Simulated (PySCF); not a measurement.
```yaml
atoms:
  - { symbol: C, position_ang: [-1.6924, 0.6941, 0.0506] }
  - { symbol: C, position_ang: [-0.7879, -0.4052, -0.3305] }
  - { symbol: C, position_ang: [0.4598, -0.6556, 0.4121] }
  - { symbol: F, position_ang: [0.7391, -2.0156, 0.4663] }
  - { symbol: C, position_ang: [1.7022, -0.0021, -0.2412] }
  - { symbol: F, position_ang: [1.6315, 1.3552, -0.0959] }
  - { symbol: H, position_ang: [-2.3280, 0.4092, 0.8985] }
  - { symbol: H, position_ang: [-2.3468, 0.9634, -0.7744] }
  - { symbol: H, position_ang: [-1.1244, 1.5712, 0.3661] }
  - { symbol: H, position_ang: [-1.0062, -1.0430, -1.1675] }
  - { symbol: H, position_ang: [0.3920, -0.3061, 1.4519] }
  - { symbol: H, position_ang: [1.7425, -0.2203, -1.3119] }
  - { symbol: H, position_ang: [2.6142, -0.3448, 0.2582] }
```

Geometry: GFN2-xTB.

The calculation used UKS B3LYP, pcH-1 on C F H, non-relativistic, mean-field spin-orbit, GIAO (PySCF 2.14.0, density-fitted response routines).

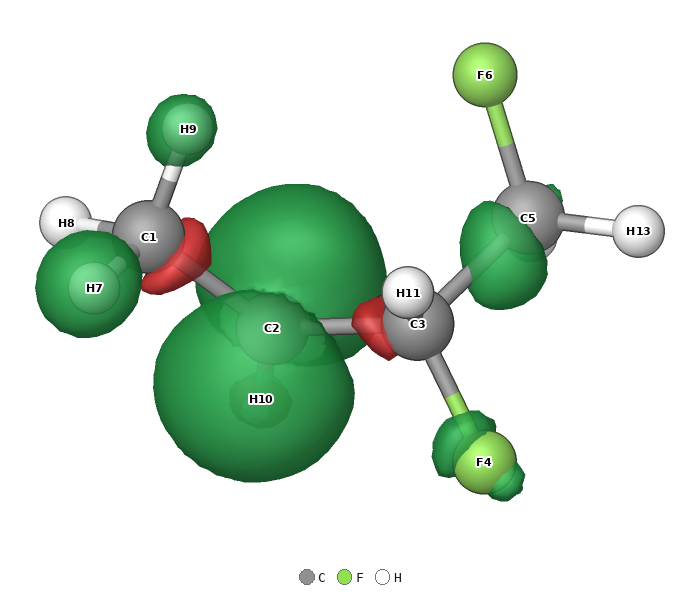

C₄H₇F₂ (doublet). Isosurfaces of the spin density at +0.03 (green) and −0.03 e/Å³ (red), seen across its widest extent.

Describe the spin distribution.

The unpaired spin (1 electron) lies mostly on C2 (about 0.7), in electrons by Hirshfeld's partition.
